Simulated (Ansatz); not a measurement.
**Al, pressure series**

Start from Al in the fcc (Cu type) structure (space group Fm-3m, No. 225; a = 3.992 Å).

Cell and atoms are relaxed at each pressure.

Method: r2SCAN (Ansatz, a quantum-chemistry and plane-wave program, PAW, no spin-orbit coupling).

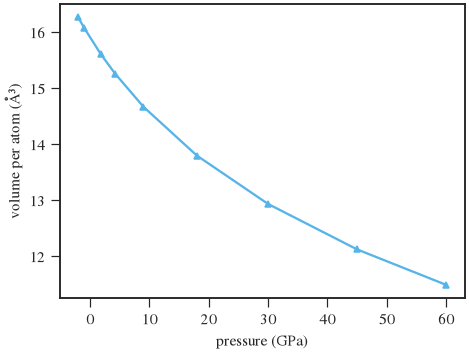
Figure: Volume against pressure

Q: Estimate the zero-pressure bulk modulus from the plot.

A: About 95 GPa; a third-order Birch–Murnaghan fit to the points gives V₀ = 15.90 Å³/atom, B₀ = 95 GPa and B₀′ = 4.1.

Measured bulk modulus of Al: 80.8 GPa (static lattice; corrected from measurement; as listed in H. Levämäki et al., Physical Review B (2014)); the computed value is 18 % above it.

Load acts through the strain it causes; cell and atoms are relaxed under it. Whether these cells are dynamically stable was not tested. Competing high-pressure phases were not computed.
